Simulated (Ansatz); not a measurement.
The cell below is AlN (P6_3mc, No. 186). Source of the atomic positions: a calculation's input that goes back to an entry of the Crystallography Open Database (an earlier step may have relaxed or displaced it).

```yaml
crystal:
  lattice:
    - [3.11100, 0.00000, 0.00000]
    - [-1.55550, 2.69421, 0.00000]
    - [0.00000, 0.00000, 4.97800]
  atoms:
    - { symbol: Al, position: [0.33333, 0.66667, 0.00000] }
    - { symbol: Al, position: [0.66667, 0.33333, 0.50000] }
    - { symbol: N, position: [0.33333, 0.66667, 0.38500] }
    - { symbol: N, position: [0.66667, 0.33333, 0.88500] }
```

The atoms' radii are Shannon crystal radii (six-coordinate where tabulated): Al 0.68 Å, N 1.32 Å.

Find the largest hole by geometry, and further ones that a grid search gives (radius above 0.15 Å; smaller ones may be missed, and maxima closer than 0.25 Å are merged).

Answer.
```
hole  site              x, y, z  radius (Å)          nearest atoms         shape
  V1    2a  0.000, 0.000, 0.135        0.87        6 N (then 3 Al)    octahedral
  V2    6c  0.625, 0.312, 0.257        0.54  3 N + 1 Al (then 1 N)  4-coordinate
```

Nearest atoms are those whose sphere lies within 0.15 Å of the hole's sphere; in brackets, those within 0.5 Å. The largest sphere that fits anywhere has a diameter of 1.73 Å; the largest that can travel through the crystal, about 1.0 Å.

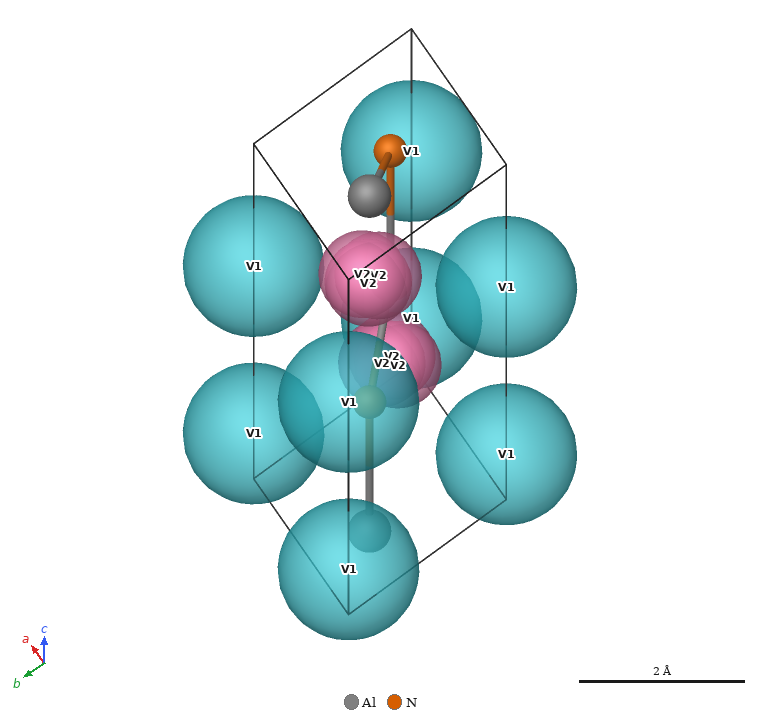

Translucent spheres (V1, V2) fill the 2 holes listed first by a grid search for holes with a radius above 0.15 Å (the largest is sure; smaller ones may be missed, and maxima closer than 0.25 Å are merged) at their true size; atoms are drawn smaller than their model radii. View from a free direction.
